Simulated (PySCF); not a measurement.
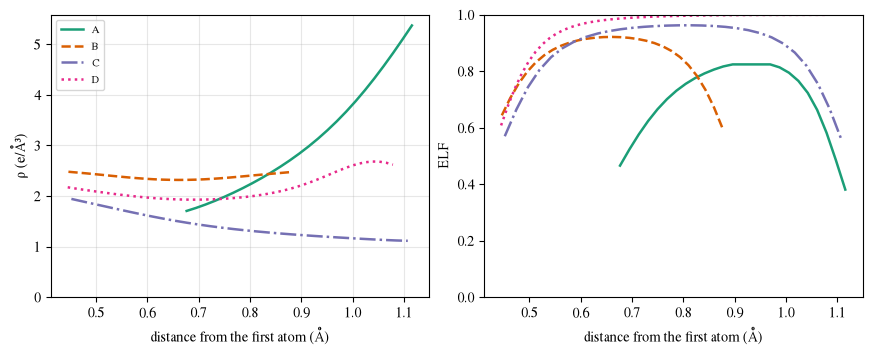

Figure 1: C5H11OP. Electron density and electron localisation function along straight lines between neighbouring atoms. The curves leave out the atomic cores.

Geometry: GFN2-xTB.

The calculation used PBE0/pcSseg-1, SCF density, gas phase, non-relativistic in PySCF 2.14.0.

| atom | x (Å) | y (Å) | z (Å) |
| --- | --- | --- | --- |
| C | 2.9005 | 0.6186 | -0.1018 |
| C | 1.9165 | -0.0671 | 0.4553 |
| P | 0.6399 | -0.7876 | -0.6032 |
| O | 0.8518 | -0.6110 | -2.0399 |
| C | -0.9821 | -0.1649 | 0.0245 |
| C | -2.0712 | -0.9731 | -0.6661 |
| C | -1.0634 | 1.3159 | -0.3152 |
| H | 3.6975 | 1.0764 | 0.4626 |
| H | 2.9263 | 0.7331 | -1.1746 |
| H | 1.8357 | -0.2209 | 1.5218 |
| H | 0.6229 | -2.1264 | -0.1947 |
| H | -1.0299 | -0.3107 | 1.1075 |
| H | -1.9650 | -0.8772 | -1.7456 |
| H | -3.0602 | -0.6196 | -0.3793 |
| H | -1.9897 | -2.0285 | -0.4076 |
| H | -2.0307 | 1.7286 | -0.0330 |
| H | -0.9273 | 1.4488 | -1.3878 |
| H | -0.2805 | 1.8720 | 0.2007 |

**Which curve belongs to which contact (C–C, C–H, C–P and P–O)? The first atom named is at distance zero.**

Curve A: P–O (1.46 Å): the density is about 1.9 e/Å³ at the midpoint; the ELF peaks at about 0.80 between the atoms; a short, strongly polar bond. Curve B: C–C (1.32 Å): the density is about 2.3 e/Å³ at the midpoint; the ELF peaks at about 0.90 between the atoms (a short, multiple covalent bond). Curve C: C–P (1.81 Å): the density is about 1.2 e/Å³ at the midpoint; the ELF peaks at about 0.95 between the atoms, as expected for a covalent bond. Curve D: C–H (1.08 Å): ρ is about 2 e/Å³ halfway; the ELF climbs to about 1 towards the hydrogen, as it does in any bond to H; a covalent bond by its length.
